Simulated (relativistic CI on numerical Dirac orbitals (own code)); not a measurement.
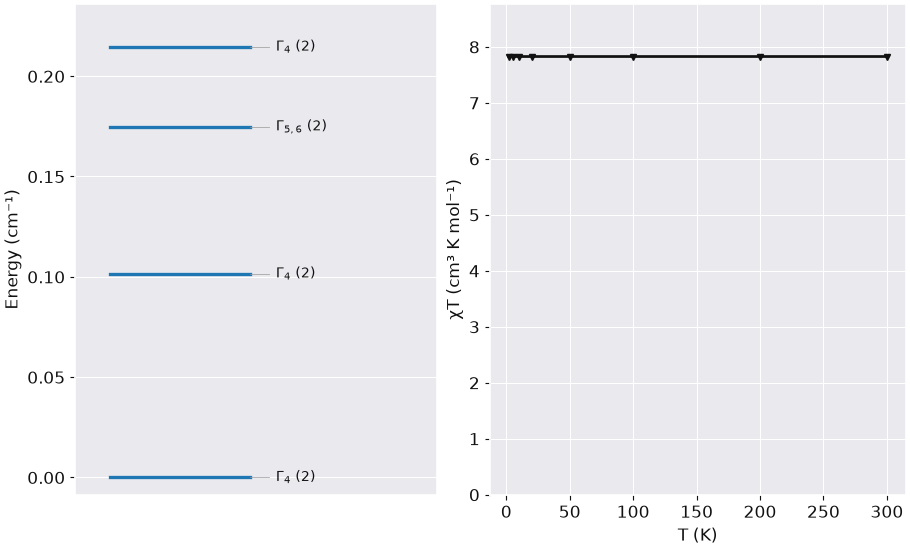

Eu²⁺ (4f⁷) in a field of D3d symmetry with B20 = 200, B40 = 80, B43 = −1,100, B60 = 40, B63 = 410, B66 = −410 cm⁻¹ (Wybourne parameters). Labels give the double-group representation and, in brackets, the degeneracy; the lowest 4 of 1716 levels are drawn. Level of the calculation: Dirac CI, KLI exchange-only orbitals, Breit term, model QED, valence Slater integrals scaled by 0.75 (in-house radial CI code). One open-shell configuration in a parametric field without covalency; powder susceptibility by Van Vleck's formula.

Q: Describe the ground state and the magnetism.

A: The free ion's lowest level is ⁸S°₇/₂. The ground level is Γ₄, a Kramers doublet, with total spin S = 3.47 and J = 3.50 (from expectation values); its principal g values, for an effective spin of 1/2, are 0.18, 0.18 and 13.88. The next level lies at 0.10 cm⁻¹ (Γ₄). The field lowers the ground state by 0 cm⁻¹ against the free ion. χT is 7.82 cm³ K mol⁻¹ at 2 K, 7.83 at 50 K and 7.83 at 300 K, an effective moment of 7.91 μB at room temperature.

Note: the configuration is the one typed, which at low charge need not be the free ion's ground configuration.
